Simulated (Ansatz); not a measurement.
# NaGeCl3 (model cell, started as cubic perovskite with Ge in the octahedra): following an unstable mode, part 2 of 3

Which phase does NaGeCl3 (model cell, started as cubic perovskite with Ge in the octahedra) fall into along its unstable mode, and how much energy does it gain?

Ansatz 0.2.0; DFT PBEsol, scalar-relativistic, plane waves, PAW; PAW set soft_1.

So far, highest frequency on the path or at a solved wavevector (cm⁻¹): step 2 (phonons on a q mesh) 269. Also lowest frequency on the path (cm⁻¹): step 2 -89.5.

The structure was built from a prototype and need not be the compound's stable phase.

**6. Relaxation from the frozen mode**

Starting from the lowest point found, all atoms and the cell are let go, so that strain and other modes of the same symmetry can join in.

File input.yaml:

```yaml
crystal:
  lattice:
    - [5.1274103071, 0.0, 0.0]
    - [0.0, 5.1274103071, 0.0]
    - [0.0, 0.0, 5.1274103071]
  atoms:
    - { symbol: Na, position: [0.0, -0.082744318, -0.082744318] }
    - { symbol: Ge, position: [0.5, 0.5009326492, 0.5009326492] }
    - { symbol: Cl, position: [0.5, 0.5219313366, 0.0078872412] }
    - { symbol: Cl, position: [0.5, 0.0078872412, 0.5219313366] }
    - { symbol: Cl, position: [0.0, 0.5219313366, 0.5219313366] }
kpoints:
  mp_grid: { grid: [12, 12, 12] }
hamiltonian:
  xc: pbesol
  pseudopotentials: { kind: paw, azcp: { folder: soft_1 }, xc_functional: pbe }
scf:
  occupations: { method: fixed }
output:
  forces: true
  stress: true
  eigenvalues: true
relax:
  adjacent_minimum: "off"
  f_tol: 0.002
  max_steps: 120
  cell: { stress_tol: 0.03 }
```

Started as:

```bash
> ansatz run input.yaml --threads 8 --pin off --max-ram 16384MiB --backend cpu --events-out ev --progress --plain --runs-dir out
```

Numbers of over 12 decimals in the logs are rounded to 6 here.

What it wrote:

```text
[...]
Crystal: 5 atoms, lattice volume = 134.801 Å³
Basis set: ecut = 420 eV, 2601 PW (Γ), exchange–correlation on 72×72×72 points (8 copies of the dense FFT grid, shifted against one another)
Bands: 27, of which v1, the nominal top of the filled ones, is band 22 counted from 1 (21 counted from 0)
Symmetry: 4 space group operations
[...]
k-points: 301 of 1728 (time reversal used)
[...]
SCF iter   1: F=—  HF=-8918.726814 eV  |F-HF|=—  |Δ(HF+E_count)|=         —  Δρ=5.07e-2  dr2=3.13e0  ethr=3.10e-3  ⟨swp⟩=5.2  Hψ=33798  notcnv=0  defer=764
[...]
SCF iter  10: F=-8917.271566 eV  HF=-8917.271566 eV  |F-HF|=1.58e-8  |Δ(HF+E_count)|=   1.33e-7  Δρ=3.33e-6  dr2=2.02e-8  ethr=2.27e-10  ⟨swp⟩=13.7  Hψ=48126  notcnv=0
SCF 1 converged in 10 iterations: F = -8917.271566 eV  dr2 = 2.02e-8
[...]
relax step   1: F+E_penalty+E_count = -8917.27156571 eV  Δ(F+E_penalty+E_count) = +0.000e0 eV  max|allowed force component| = 1.342e-1 eV/Å  Δτ_max = 0.0000 Å  P = +0.392 GPa  Ω = 134.801 Å³  (10 SCF iters, dr2 threshold 1.00e-7 eV, accepted)
Crystal: 5 atoms, lattice volume = 137.775 Å³
Basis set: ecut = 420 eV, 2697 PW (Γ), exchange–correlation on 72×72×72 points (8 copies of the dense FFT grid, shifted against one another)
[...]
iter 1 solved again at ethr=1.41e-4 eV; its pass at ethr=3.10e-3 eV (dr2=6.21e-2 eV) is discarded
[...]
SCF iter   7: F=-8917.304296 eV  HF=-8917.304295 eV  |F-HF|=4.73e-7  |Δ(HF+E_count)|=   1.59e-6  Δρ=1.13e-5  dr2=2.66e-7  ethr=1.14e-9  ⟨swp⟩=11.8  Hψ=55229  notcnv=0
SCF 2 converged in 7 iterations: F = -8917.304296 eV  dr2 = 2.66e-7
relax step   2: F+E_penalty+E_count = -8917.30429582 eV  Δ(F+E_penalty+E_count) = -3.273e-2 eV  max|allowed force component| = 1.248e-1 eV/Å  Δτ_max = 0.1082 Å  P = -0.149 GPa  Ω = 137.775 Å³  energy of the carried Pulay correction = -1.703e-4 eV  (7 SCF iters, dr2 threshold 5.00e-7 eV, accepted)
Crystal: 5 atoms, lattice volume = 138.395 Å³
Basis set: ecut = 420 eV, 2715 PW (Γ), exchange–correlation on 72×72×72 points (8 copies of the dense FFT grid, shifted against one another)
[...]
SCF iter   7: F=-8917.344721 eV  HF=-8917.344721 eV  |F-HF|=9.56e-8  |Δ(HF+E_count)|=   1.32e-6  Δρ=7.22e-6  dr2=1.07e-7  ethr=1.14e-9  ⟨swp⟩=12.9  Hψ=48385  notcnv=0
SCF 3 converged in 7 iterations: F = -8917.344721 eV  dr2 = 1.07e-7
relax step   3: F+E_penalty+E_count = -8917.34472093 eV  Δ(F+E_penalty+E_count) = -4.043e-2 eV  max|allowed force component| = 1.024e-1 eV/Å  Δτ_max = 0.1950 Å  P = +0.113 GPa  Ω = 138.395 Å³  energy of the carried Pulay correction = -2.052e-4 eV  (7 SCF iters, dr2 threshold 5.00e-7 eV, accepted)
[... from here on, the SCF cycles and remarks between the steps are left out ...]
relax step   4: F+E_penalty+E_count = -8917.36383777 eV  Δ(F+E_penalty+E_count) = -1.912e-2 eV  max|allowed force component| = 2.078e-1 eV/Å  Δτ_max = 0.1383 Å  P = -0.045 GPa  Ω = 140.272 Å³  energy of the carried Pulay correction = -3.104e-4 eV  (7 SCF iters, dr2 threshold 5.00e-7 eV, accepted)
relax step   5: F+E_penalty+E_count = -8917.37557227 eV  Δ(F+E_penalty+E_count) = -1.173e-2 eV  max|allowed force component| = 3.356e-1 eV/Å  Δτ_max = 0.1957 Å  P = +1.295 GPa  Ω = 141.997 Å³  energy of the carried Pulay correction = -4.057e-4 eV  (7 SCF iters, dr2 threshold 5.00e-7 eV, accepted)
relax step   6: F+E_penalty+E_count = -8917.41206342 eV  Δ(F+E_penalty+E_count) = -3.649e-2 eV  max|allowed force component| = 1.540e-1 eV/Å  Δτ_max = 0.1659 Å  P = -0.076 GPa  Ω = 143.118 Å³  energy of the carried Pulay correction = -4.670e-4 eV  (7 SCF iters, dr2 threshold 5.00e-7 eV, accepted)
relax step   7: F+E_penalty+E_count = -8917.44115858 eV  Δ(F+E_penalty+E_count) = -2.910e-2 eV  max|allowed force component| = 7.433e-2 eV/Å  Δτ_max = 0.0734 Å  P = -0.137 GPa  Ω = 147.727 Å³  energy of the carried Pulay correction = -7.140e-4 eV  (7 SCF iters, dr2 threshold 5.00e-7 eV, accepted)
relax step   8: F+E_penalty+E_count = -8917.44592496 eV  Δ(F+E_penalty+E_count) = -4.766e-3 eV  max|allowed force component| = 2.258e-2 eV/Å  Δτ_max = 0.0412 Å  P = -0.052 GPa  Ω = 149.832 Å³  energy of the carried Pulay correction = -8.241e-4 eV  (6 SCF iters, dr2 threshold 3.60e-7 eV, accepted)
relax step   9: F+E_penalty+E_count = -8917.44662143 eV  Δ(F+E_penalty+E_count) = -6.965e-4 eV  max|allowed force component| = 1.238e-2 eV/Å  Δτ_max = 0.0105 Å  P = +0.074 GPa  Ω = 148.998 Å³  energy of the carried Pulay correction = -7.807e-4 eV  (6 SCF iters, dr2 threshold 6.98e-8 eV, accepted)
relax step  10: F+E_penalty+E_count = -8917.44673288 eV  Δ(F+E_penalty+E_count) = -1.115e-4 eV  max|allowed force component| = 4.013e-3 eV/Å  Δτ_max = 0.0028 Å  P = +0.001 GPa  Ω = 149.230 Å³  energy of the carried Pulay correction = -7.928e-4 eV  (5 SCF iters, dr2 threshold 2.70e-8 eV, accepted)
relax step  11: F+E_penalty+E_count = -8917.44673531 eV  Δ(F+E_penalty+E_count) = -2.430e-6 eV  max|allowed force component| = 6.777e-4 eV/Å  Δτ_max = 0.0008 Å  P = -0.002 GPa  Ω = 149.305 Å³  energy of the carried Pulay correction = -7.967e-4 eV  (5 SCF iters, dr2 threshold 1.01e-9 eV, accepted)
relax step  12: F+E_penalty+E_count = -8917.45192807 eV  Δ(F+E_penalty+E_count) = -5.193e-3 eV  max|allowed force component| = 2.772e-3 eV/Å  Δτ_max = 0.0000 Å  P = +0.047 GPa  Ω = 149.305 Å³  stress off target by 1.35e-1 GPa  SCF on the basis re-selected at this cell (its energy is not comparable with the rows above)  (8 SCF iters)
relax step  13: F+E_penalty+E_count = -8917.45269319 eV  Δ(F+E_penalty+E_count) = -7.651e-4 eV  max|allowed force component| = 4.499e-3 eV/Å  Δτ_max = 0.0224 Å  P = +0.027 GPa  Ω = 150.466 Å³  energy of the carried Pulay correction = -6.652e-5 eV  (6 SCF iters, dr2 threshold 4.53e-8 eV, accepted)
relax step  14: F+E_penalty+E_count = -8917.45252566 eV  Δ(F+E_penalty+E_count) = +1.675e-4 eV  max|allowed force component| = 3.169e-2 eV/Å  Δτ_max = 0.0083 Å  P = -0.069 GPa  Ω = 151.045 Å³  energy of the carried Pulay correction = -1.011e-4 eV  (7 SCF iters, dr2 threshold 7.97e-9 eV, rejected (line search))
relax step  15: F+E_penalty+E_count = -8917.45274735 eV  Δ(F+E_penalty+E_count) = -5.417e-5 eV  max|allowed force component| = 1.717e-3 eV/Å  Δτ_max = 0.0026 Å  P = +0.004 GPa  Ω = 150.727 Å³  energy of the carried Pulay correction = -8.214e-5 eV  (9 SCF iters, accepted)
relax step  16: F+E_penalty+E_count = -8917.45275073 eV  Δ(F+E_penalty+E_count) = -3.380e-6 eV  max|allowed force component| = 1.176e-3 eV/Å  Δτ_max = 0.0026 Å  P = +0.000 GPa  Ω = 150.891 Å³  energy of the carried Pulay correction = -9.187e-5 eV  (8 SCF iters, accepted)
[...]
SCF iter   7: F=-8917.452845 eV  HF=-8917.452845 eV  |F-HF|=1.46e-11  |Δ(HF+E_count)|=  1.26e-10  Δρ=4.19e-8  dr2=3.23e-12  ethr=1.00e-12  ⟨swp⟩=6.2  Hψ=36573  notcnv=0
SCF 17 converged in 7 iterations: F = -8917.452845 eV  dr2 = 3.23e-12
relax step  17: F+E_penalty+E_count = -8917.45284492 eV  Δ(F+E_penalty+E_count) = -9.419e-5 eV  max|allowed force component| = 1.206e-3 eV/Å  Δτ_max = 0.0000 Å  P = -0.000 GPa  Ω = 150.891 Å³  stress off target by 1.60e-3 GPa  SCF on the basis re-selected at this cell (its energy is not comparable with the rows above)  (7 SCF iters)
[...]
SCF converged after 7 iterations
Free energy (F): -8917.452845 eV
[...]
Internal energy: -8917.452845 eV  (E = F + TS)
E sigma→0 (E₀):  -8917.452845 eV
Fermi energy:    2.638763 eV
[...]
--- Forces (eV/Å), atoms counted from 1 ---
  atom   1  Na     0.00000000     0.00006343     0.00006343
  atom   2  Ge     0.00000000     0.00012701     0.00012701
  atom   3  Cl    -0.00000000    -0.00118980     0.00120625
  atom   4  Cl    -0.00000000     0.00120625    -0.00118980
  atom   5  Cl    -0.00000000    -0.00020782    -0.00020782
  max |Σ_I F_I| component: 9.39e-7 eV/Å
--- Stress (GPa, compression-positive) ---
       -0.001599       0.000000      -0.000000
        0.000000       0.000664      -0.000381
       -0.000000      -0.000381       0.000664
  P = ⅓ Tr σ = -0.0001 GPa (-0.001 kbar)
--- Band table (eV; the first three rows and the last of 301) ---
  k-point 0: bands = [... 18 lower, -0.5014, -0.3635, -0.3575, 0.2191, 5.1763, 6.8891, 7.6464, 7.6625, ... 1 higher]
  k-point 1: bands = [... 18 lower, -0.4720, -0.3984, -0.3071, 0.1798, 5.2339, 6.8934, 7.5653, 7.6741, ... 1 higher]
  k-point 2: bands = [... 18 lower, -0.4519, -0.4269, -0.2207, 0.0779, 5.3989, 6.8255, 7.3566, 7.7508, ... 1 higher]
  k-point 300: bands = [... 18 lower, -0.1042, 0.0967, 0.3539, 2.6388, 4.0292, 4.2145, 4.5447, 6.4814, ... 1 higher]
--- Relaxed structure (15 steps of the walk, 14 accepted, 2 SCFs on fresh bases) ---
  F+E_penalty+E_count = -8917.45284492 eV   max|allowed force component| = 1.206e-3 eV/Å   (the final SCF, on the basis selected at the relaxed cell)
  cell:  # Å, volume = 150.8914 Å³
    - [5.151390, 0, 0]
    - [0, 5.450568, 0.645983]
    - [0, 0.645983, 5.450568]
  atoms:
    - { symbol: Na, position: [0, -0.166408, -0.166408] }
    - { symbol: Ge, position: [0.500000, 0.495714, 0.495714] }
    - { symbol: Cl, position: [0.500000, 0.569208, 0.054638] }
    - { symbol: Cl, position: [0.500000, 0.054638, 0.569208] }
    - { symbol: Cl, position: [0, 0.516786, 0.516786] }
```

It took 5.1 min on 8 threads of Arm Neoverse V1, shared host; peak memory 1.3 GiB; 40 min of CPU time.

The steps of the relaxation:

| step | energy less that of the first step (eV) | largest force component (eV/Å) | pressure (GPa) | volume (Å³) |
| --- | --- | --- | --- | --- |
| 1 | 0.0000 | 0.1342 | 0.39 | 134.80 |
| 2 | -0.0327 | 0.1248 | -0.15 | 137.78 |
| 3 | -0.0732 | 0.1024 | 0.11 | 138.39 |
| 4 | -0.0923 | 0.2078 | -0.04 | 140.27 |
| 5 | -0.1040 | 0.3356 | 1.30 | 142.00 |
| 6 | -0.1405 | 0.1540 | -0.08 | 143.12 |
| 7 | -0.1696 | 0.0743 | -0.14 | 147.73 |
| 8 | -0.1744 | 0.0226 | -0.05 | 149.83 |
| 9 | -0.1751 | 0.0124 | 0.07 | 149.00 |
| 10 | -0.1752 | 0.0040 | 0.00 | 149.23 |
| 11 | -0.1752 | 0.0007 | 0.00 | 149.31 |
| 12* | -0.1804 | 0.0028 | 0.05 | 149.31 |
| 13 | -0.1811 | 0.0045 | 0.03 | 150.47 |
| 14 | -0.1810 | 0.0317 | -0.07 | 151.05 |
| 15 | -0.1812 | 0.0017 | 0.00 | 150.73 |
| 16 | -0.1812 | 0.0012 | 0.00 | 150.89 |
| 17* | -0.1813 | 0.0012 | 0.00 | 150.89 |

Relaxation steps marked * repeat the geometry before them on a plane-wave basis chosen anew for their cell, so energy and pressure can jump there. Relaxation step 14 was tried and not accepted.

Forces are held to the 4 operations that the run works with; a distortion that breaks them can't arise in this run.

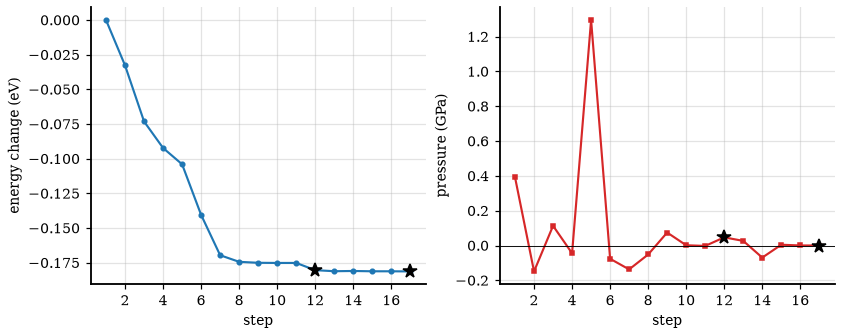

Energy and pressure along the relaxation. Stars mark steps on a basis chosen anew.

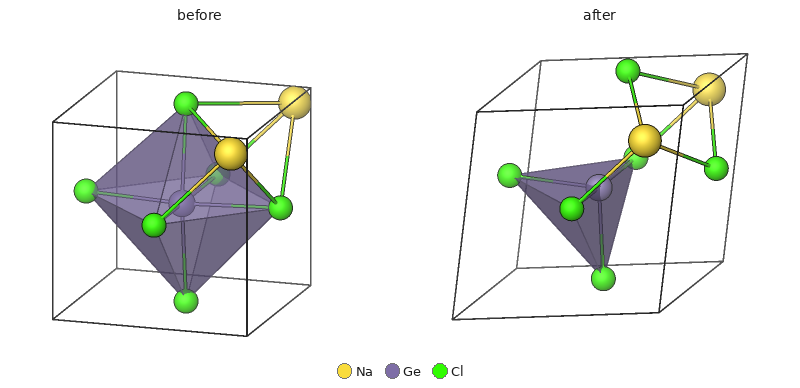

The structure before and after the relaxation, drawn at the same scale.

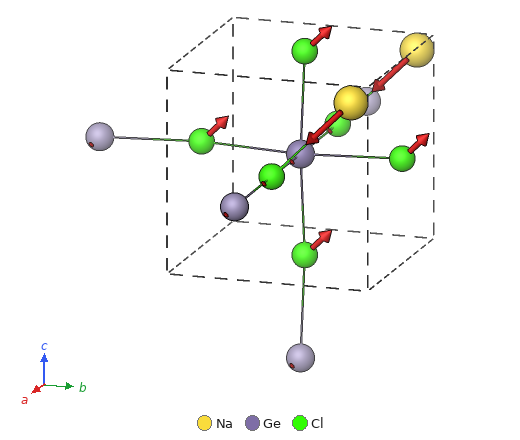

Displacements in the relaxation, exaggerated, measured against the changing cell; the longest in the cell stands for 0.72 Å. Some periodic images of atoms are drawn too.

| cell as run | before | after | change |
| --- | --- | --- | --- |
| a (Å) | 5.127 | 5.151 | +0.5 % |
| b (Å) | 5.127 | 5.489 | +7.0 % |
| c (Å) | 5.127 | 5.489 | +7.0 % |
| α (°) | 90.00 | 76.48 | -15.0 % |
| volume (Å³/atom) | 26.96 | 30.18 | +11.9 % |

The atoms that moved most (Å, as changes of fractional coordinates times the final cell):

| atom | dx | dy | dz | length |
| --- | --- | --- | --- | --- |
| Na1 | 0.000 | -0.510 | -0.510 | 0.721 |
| Cl4 | 0.000 | 0.285 | 0.288 | 0.405 |
| Cl3 | 0.000 | 0.288 | 0.285 | 0.405 |
| Ge2 | 0.000 | -0.032 | -0.032 | 0.045 |
| Cl5 | 0.000 | -0.031 | -0.031 | 0.044 |

The relaxed structure:

```xyz
5
Lattice="5.1514 0.0000 0.0000 0.0000 5.4506 0.6460 0.0000 0.6460 5.4506" Properties=species:S:1:pos:R:3 pbc="T T T"
Na    0.0000   -1.0145   -1.0145
Ge    2.5757    3.0221    3.0221
Cl    2.5757    3.1378    0.6655
Cl    2.5757    0.6655    3.1378
Cl    0.0000    3.1506    3.1506
```

Numbers from this step:

| Item | Value |
| --- | --- |
| pressure | -9.03e-5 GPa |
| gap on the k-mesh | 1.390 eV |
| volume per atom | 30.18 Å³ |

The distorted start has space group Amm2; the relaxation ends in Amm2.

**7. The new phase in its own primitive cell**

The relaxed structure is symmetrised, reduced to its primitive cell and relaxed tightly, as its phonons need.

input.yaml, the sections that differ from step 6:

```yaml
crystal:
  lattice:
    - [5.1513898662, 0.0, 0.0]
    - [0.0, 3.3973550856, 4.3109124469]
    - [0.0, -3.3973550856, 4.3109124469]
  atoms:
    - { symbol: Na, position: [0.0, 0.8335923046, 0.8335923046] }
    - { symbol: Ge, position: [0.5, 0.4957141056, 0.4957141056] }
    - { symbol: Cl, position: [0.5, 0.569207864, 0.0546380263] }
    - { symbol: Cl, position: [0.5, 0.0546380263, 0.569207864] }
    - { symbol: Cl, position: [0.0, 0.5167859452, 0.5167859452] }
kpoints:
  mp_grid: { grid: [8, 8, 8] }
relax:
  adjacent_minimum: "off"
  f_tol: 0.001
  max_steps: 60
  cell: { stress_tol: 0.01 }
# hamiltonian, scf, output: as in step 6
```

What it wrote:

```text
[...]
Crystal: 5 atoms, lattice volume = 150.891 Å³
Basis set: ecut = 420 eV, 2977 PW (Γ), exchange–correlation on 72×80×80 points (8 copies of the dense FFT grid, shifted against one another)
Bands: 27, of which v1, the nominal top of the filled ones, is band 22 counted from 1 (21 counted from 0)
Symmetry: 4 space group operations
[...]
k-points: 105 of 512 (time reversal used)
[...]
cell:  # Å, volume = 150.9184 Å³
    - [5.151692, 0.0, 0.0]
    - [0.0, 3.397601, 4.311119]
    - [0.0, -3.397601, 4.311119]
  atoms:
    - { symbol: Na, position: [0.0, 0.833546, 0.833546] }
    - { symbol: Ge, position: [0.5, 0.495771, 0.495771] }
    - { symbol: Cl, position: [0.5, 0.569130, 0.054742] }
    - { symbol: Cl, position: [0.5, 0.054742, 0.569130] }
    - { symbol: Cl, position: [0.0, 0.516750, 0.516750] }
[key lines of the parts left out:]
SCF converged after 8 iterations
Free energy (F): -8917.452365 eV
Fermi energy:    2.636649 eV
P = ⅓ Tr σ = 0.0007 GPa (0.007 kbar)
```

Wall time 22 s (8 threads); peak memory 0.8 GiB; 2.8 min of CPU time.

Little changed from the start: no atom moved by 0.005 Å and no cell edge by 0.1 %.

This step gave:

```yaml
pressure: 6.64e-4 GPa
direct_gap_on_mesh: 1.390 eV
```

The largest force component left is 0.85 meV/Å and the pressure is 0.001 GPa, within the tolerances set. The cell now holds 30.18 Å³/atom.

(Part 2 of 3 ends here.)

[Logs are printed without paths, hosts, clocks, repeated set-up lines and the standing remarks that a program may print on its own settings, such as how far it seeks lower states.]

[Hosts, paths, dates, database ids (printed as entryN), source tags and the programs' standing remarks are cut or masked in the printed files.]
